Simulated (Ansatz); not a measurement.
# CdH2 (model cell, started as CdI2 type): phonons and vibrational spectra, part 2 of 3

Wanted: phonon frequencies of CdH2 (model cell, started as CdI2 type) and what follows from them.

Ansatz 0.2.0; DFT PBEsol, scalar-relativistic, plane waves, PAW.

So far. Step 5 (Tight relaxation): The largest force component left is 0.20 meV/Å and the pressure is 0.002 GPa, within the tolerances set. The cell now holds 12.28 Å³/atom. The relaxed cell has a = 3.103, c = 4.416 Å (conventional setting).

The structure was built from a prototype and need not be the compound's stable phase.

## 6. Linear response at the zone centre

The zone centre comes first: it holds the modes that light can see, as far as symmetry allows. The response to a homogeneous field gives the Born charges and the dielectric tensor, and its change with displacement the Raman tensors.

Input file input.yaml:

```yaml
crystal:
  lattice:
    - [3.1034231172, 0.0, 0.0]
    - [-1.5517115586, 2.6876432582, 0.0]
    - [0.0, 0.0, 4.4155095098]
  atoms:
    - { symbol: Cd, position: [0.0, 0.0, 0.0] }
    - { symbol: H, position: [0.3333333333, 0.6666666667, 0.2331933751] }
    - { symbol: H, position: [0.6666666667, 0.3333333333, 0.7668066249] }
kpoints:
  mp_grid: { grid: [9, 9, 6] }
hamiltonian:
  xc: pbesol
scf:
  occupations: { method: fixed }
output:
  eigenvalues: true
phonons:
  method: dfpt
  dielectric: true
  rigid_motions: translations
  raman: true
```

On the command line:

```console
ansatz run input.yaml --threads 4 --pin off --max-ram 7168MiB --backend cpu --events-out ev --progress --plain --runs-dir out
```

Numbers of over 12 decimals in the logs are rounded to 6 here.

Output:

```text
[...]
Crystal: 3 atoms, lattice volume = 36.829 Å³
Basis set: ecut = 420 eV, 699 PW (Γ), exchange–correlation on 48×48×60 points (8 copies of the dense FFT grid, shifted against one another)
Bands: 15, of which v1, the nominal top of the filled ones, is band 11 counted from 1 (10 counted from 0)
Symmetry: 12 space group operations
k-points: 140 of 486 (irreducible under 2 space group operations, time reversal used)
[...]
SCF iter   1: F=—  HF=-8214.195422 eV  |F-HF|=—  |Δ(HF+E_count)|=         —  Δρ=9.91e-3  dr2=2.52e-2  ethr=1.77e-3  ⟨swp⟩=4.4  Hψ=8677  notcnv=0  defer=267
[...]
SCF iter   7: F=-8214.187252 eV  HF=-8214.187252 eV  |F-HF|=1.82e-11  |Δ(HF+E_count)|=   4.59e-9  Δρ=2.13e-7  dr2=9.24e-12  ethr=1.00e-12  ⟨swp⟩=6.0  Hψ=11730  notcnv=0
SCF 1 converged in 7 iterations: F = -8214.187252 eV  dr2 = 9.24e-12
[...]
NSCF: frozen V_eff on 4 k-points
DFPT response loops at Γ: preconditioner auto → Resta (q_TF=auto, 2.504 Å⁻¹)  ε∞=7.5 (no band partly filled); β = 1.00, the filter's whole step (`scf.mixing.beta` (0.50) is not read by the response loops at its default; to damp them type it under 1.00, their step now; it binds the ground state too); Broyden in place of MSR1
── the response to a field inside a basis, on 14×14×10 k-points: an SCF that follows is theirs, and a resumed run solves both again ──
Bands: 12, of which v1, the nominal top of the filled ones, is band 11 counted from 1 (10 counted from 0)
k-points: 525 of 1960 (irreducible under 4 space group operations)
[...]
Eigensolver: Dense (525 Hₖ)
SCF iter   1: F=—  HF=-8214.186642 eV  |F-HF|=—  |Δ(HF+E_count)|=         —  Δρ=3.80e-4  dr2=8.74e-6  ethr=1.00e-1
[...]
SCF iter   5: F=-8214.186648 eV  HF=-8214.186648 eV  |F-HF|=9.82e-11  |Δ(HF+E_count)|=   6.85e-9  Δρ=9.49e-7  dr2=9.97e-11  ethr=2.31e-11
SCF 1 converged in 5 iterations: F = -8214.186648 eV  dr2 = 9.97e-11
[...]
WARN: field response: ε∞ stands inside a basis, on 14×14×10 points; the force constants stand on the 9×9×6 k-mesh, whose period is 12.71 times the interband length at k = (0.2222, 0.3333, -0.1667), direct gap 2.795 eV, under 14: take them and everything formed from them as unconverged, and compare with a denser kpoints.mp_grid
SCF converged after 7 iterations
Free energy (F): -8214.187252 eV
[...]
Internal energy: -8214.187252 eV  (E = F + TS)
E sigma→0 (E₀):  -8214.187252 eV
Fermi energy:    6.801969 eV
[...]
--- Band table (eV; the first three rows and the last of 140) ---
  k-point 0: bands = [... 7 lower, -0.7878, -0.7878, -0.7516, 4.4128, 11.4966, 16.8249, 18.2767, 21.2738]
  k-point 1: bands = [... 7 lower, -0.7898, -0.7898, -0.6284, 3.8932, 12.2318, 16.8842, 18.2557, 21.4339]
  k-point 2: bands = [... 7 lower, -0.7938, -0.7938, -0.2986, 2.9176, 13.7404, 16.5828, 18.8548, 21.7991]
  k-point 139: bands = [... 7 lower, -1.0340, -0.6799, 2.4157, 5.7294, 10.6886, 11.1384, 13.6166, 15.0741]
--- Phonons (Γ-DFPT): 4 representative perturbations + reference, on 140 of 486 k-points (Σ response iterations 16) ---
  k mesh reduced under 2 symmetry operations, with k and −k counted as one. Each operation leaves every solved perturbation unchanged. A smaller set is not considered because the run solves the response to a homogeneous field
  ASR residual: 3.765e-5 → 0.000e0 eV/Å²; symmetrization residual: 1.423e-6 eV/Å²
  ASR residual per site (eV/Å²): 3.76e-5 2.78e-5 2.78e-5
  Γ frequencies (cm⁻¹): 0.00 0.00 0.00 345.42 345.42 758.24 840.33 840.33 980.35
  ε∞ (high-frequency dielectric tensor):
        9.541089     0.000000     0.000000
        0.000000     9.541089     0.000000
        0.000000     0.000000     3.959248
  ε⁰ (static dielectric tensor: ions relaxed, cell fixed):
       51.075325    -0.000000    -0.000000
       -0.000000    51.075325     0.000000
       -0.000000     0.000000     4.972288
  ε⁰ − ε∞ (ionic part):
       41.534236    -0.000000    -0.000000
       -0.000000    41.534236     0.000000
       -0.000000     0.000000     1.013040
  softest optical mode at Γ: 345.42 cm⁻¹; the repairs (sum rule, projections) moved no ω² at Γ by more than (3.31 cm⁻¹)²
  Born effective charges Z* (e; rows j = field, columns β = displacement):
    site 0:
         2.71032   -0.00000   -0.00000
         0.00000    2.71032    0.00000
         0.00000   -0.00000    0.92916
    site 1:
        -1.35516    0.00000    0.00000
        -0.00000   -1.35516   -0.00000
        -0.00000    0.00000   -0.46458
    site 2:
        -1.35516    0.00000    0.00000
        -0.00000   -1.35516    0.00000
        -0.00000    0.00000   -0.46458
  Z* charge neutrality: 3.171e-3 e pre-enforcement
  solved inside a basis spanned on kpoints, on 14×14×10 k-points: ε∞ is read to err by 4.3e-2, Z* by 2.5e-2 e (field_mesh: kpoints solves on kpoints); Z* is corrected for what the basis lacks
  Raman tensors (in the event stream and the table raman_tensors.tsv): an entry may err by 2.9e-1 Å², one of the second-order susceptibility by 1.9e-20 pm/V (basis, points and sum rule); their sum over the sites missed zero by 8.882e-16 Å² ahead of its enforcement
  optical modes at Γ without the LO–TO term, one row a degenerate level:
      ω (cm⁻¹)  modes    IR ((D/Å)²/amu)  static Raman (Å⁴/amu)  depolarisation
        345.42      2           171.1447                 0.0000               —
        758.24      1            10.0571                 0.0000               —
        840.33      2             0.0000              2147.0691           0.750
        980.35      1             0.0000               722.7644           0.664
  optical modes at Γ + LO–TO along q̂ = [1.0000, 0.0000, 0.0000]:
      ω (cm⁻¹)  modes    IR ((D/Å)²/amu)  static Raman (Å⁴/amu)  depolarisation
        345.42      1            85.5724                 0.0000               —
        758.24      1            10.0571                 0.0000               —
        799.20      1            85.5724                 0.0000               —
        840.33      2             0.0000              2147.0691           0.750
        980.35      1             0.0000               722.7644           0.664
  optical modes at Γ + LO–TO along q̂ = [0.0000, 1.0000, 0.0000]:
      ω (cm⁻¹)  modes    IR ((D/Å)²/amu)  static Raman (Å⁴/amu)  depolarisation
        345.42      1            85.5724                 0.0000               —
        758.24      1            10.0571                 0.0000               —
        799.20      1            85.5724                 0.0000               —
        840.33      2             0.0000              2147.0691           0.750
        980.35      1             0.0000               722.7644           0.664
  optical modes at Γ + LO–TO along q̂ = [0.0000, 0.0000, 1.0000]:
      ω (cm⁻¹)  modes    IR ((D/Å)²/amu)  static Raman (Å⁴/amu)  depolarisation
        345.42      2           171.1447                 0.0000               —
        840.33      2             0.0000              2147.0691           0.750
        849.72      1            10.0571                 0.0000               —
        980.35      1             0.0000               722.7644           0.664
```

The job ended after 2.6 min (4 threads of Intel Xeon 6975P-C (Granite Rapids), shared host; peak memory 2.4 GiB).

This step gave:

* sum-rule residual before enforcement: 3.76e-5 eV/Å²
* miss of the charge sum rule: 0.003171 e
* estimated error of the dielectric tensor: 0.04299
* estimated error of the Born charges: 0.02498 e
* point group: -3m
* highest optical mode at the zone centre (no LO-TO term): 980.4 cm⁻¹
* lowest optical zone-centre mode: 345.4 cm⁻¹
* mean high-frequency dielectric constant: 7.680
* largest Born charge (third of the trace): 2.117 e
* mean static dielectric constant: 35.71
* top of the zone-centre spectrum with the field: 980.4 cm⁻¹

Without the LO-TO term. Patterns of degenerate modes are one choice out of their space. Modes at Γ, with each element's share of the kinetic energy:

| mode | frequency (cm⁻¹) | symmetry | Cd % | H % |
| --- | --- | --- | --- | --- |
| 1 | 0.0 | acoustic | 98 | 2 |
| 2 | 0.0 | acoustic | 98 | 2 |
| 3 | 0.0 | acoustic | 98 | 2 |
| 4 | 345.4 | Eu | 2 | 98 |
| 5 | 345.4 | Eu | 2 | 98 |
| 6 | 758.2 | A2u | 2 | 98 |
| 7 | 840.3 | Eg | 0 | 100 |
| 8 | 840.3 | Eg | 0 | 100 |
| 9 | 980.4 | A1g | 0 | 100 |

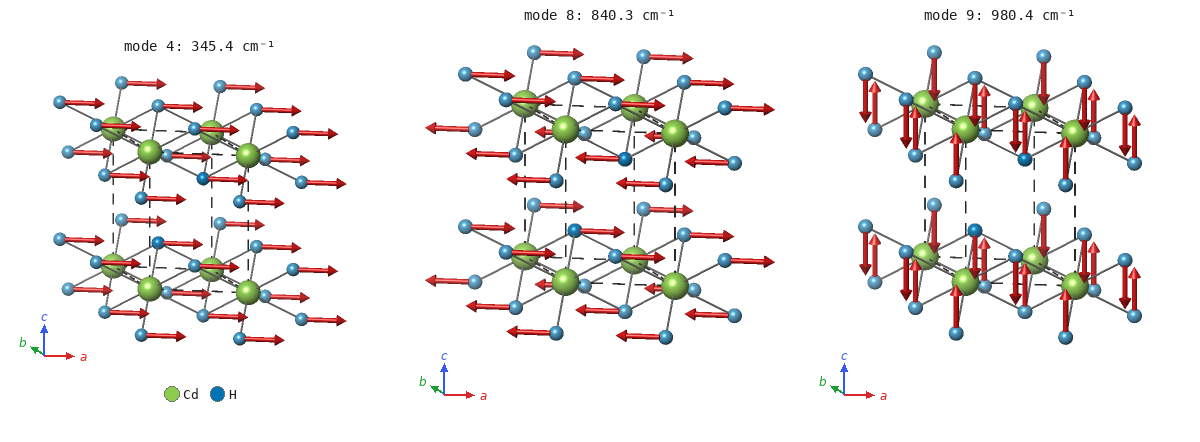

Displacement patterns of modes 4, 8 and 9 at Γ; arrows are exaggerated. Some periodic images of atoms are drawn too.

Optical modes at the zone centre, without and with the macroscopic field of the longitudinal modes; each column is sorted by frequency, so a row need not hold one and the same mode. Modes with and without the field, by row:

| rank among optical modes | no field (cm⁻¹) | q along (1, 0, 0) (cm⁻¹) | q along (0, 0, 1) (cm⁻¹) |
| --- | --- | --- | --- |
| 1 | 345.4 | 345.4 | 345.4 |
| 2 | 345.4 | 758.2 | 345.4 |
| 3 | 758.2 | 799.2 | 840.3 |
| 4 | 840.3 | 840.3 | 840.3 |
| 5 | 840.3 | 840.3 | 849.7 |
| 6 | 980.4 | 980.4 | 980.4 |

Born charge (rows field, columns displacement) (e), principal values of the symmetric part by kind of site:

| atom | atoms with these values | low | middle | high | mean |
| --- | --- | --- | --- | --- | --- |
| Cd1 | 1 | 0.93 | 2.71 | 2.71 | 2.12 |
| H2 | 2 | -1.36 | -1.36 | -0.46 | -1.06 |

In full for H2:

```
-1.36  0.00  0.00
 0.00 -1.36  0.00
 0.00  0.00 -0.46
```

High-frequency dielectric tensor:

```
9.54 0.00 0.00
0.00 9.54 0.00
0.00 0.00 3.96
```

Static dielectric tensor (ions relaxed, fixed cell):

```
51.08  0.00  0.00
 0.00 51.08  0.00
 0.00  0.00  4.97
```

Transverse modes. Lines of the infrared spectrum (strongest = 100):

| position (cm⁻¹) | label | relative intensity |
| --- | --- | --- |
| 345 | Eu | 100 |
| 758 | A2u | 5.9 |
| 840 | Eg | 0.0 |
| 980 | A1g | 0.0 |

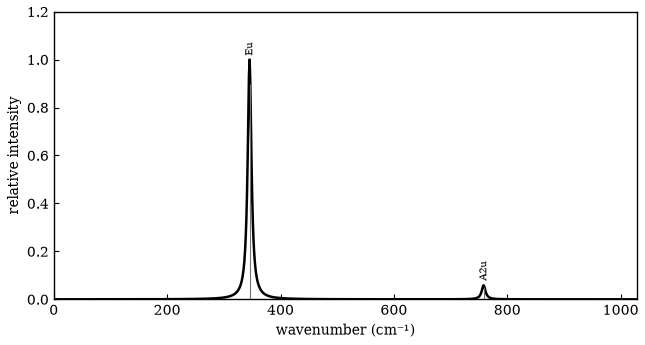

The infrared spectrum, broadened with Lorentzians of width 8 cm⁻¹; bars mark the lines.

Activity x (w_L - w)^4 (n + 1)/w, 532 nm, 300 K; modes without the macroscopic field alone. Lines of the Raman spectrum (strongest = 100):

| position (cm⁻¹) | label | relative intensity |
| --- | --- | --- |
| 345 | Eu | 0.0 |
| 758 | A2u | 0.0 |
| 840 | Eg | 100 |
| 980 | A1g | 28 |

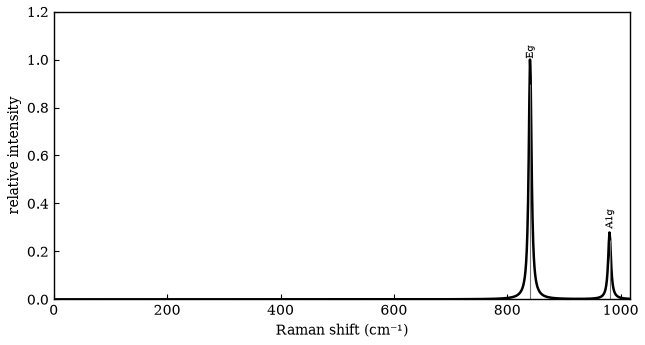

The Raman spectrum, broadened with Lorentzians of width 6 cm⁻¹; bars mark the lines.

Before it was imposed, the acoustic sum rule was missed by 3.8e-5 eV/Å² and the charge sum rule by 0.0032 e. Small misses are needed for a sound result but don't prove that mesh and cutoff are converged. The lowest optical mode is real, 345 cm⁻¹.

The log warns of the k mesh: “the force constants stand on the 9×9×6 k-mesh, whose period is 12.71 times the interband length at k = (0.2222, 0.3333, -0.1667), direct gap 2.795 eV, under 14: take them and everything formed from them as unconverged”.

(Continued in part 3 of 3.)

[Logs are printed without paths, hosts, clocks, repeated set-up lines and the standing remarks that a program may print on its own settings, such as how far it seeks lower states.]

[Hosts, paths, dates, database ids (printed as entryN), source tags and the programs' standing remarks are cut or masked in the printed files.]
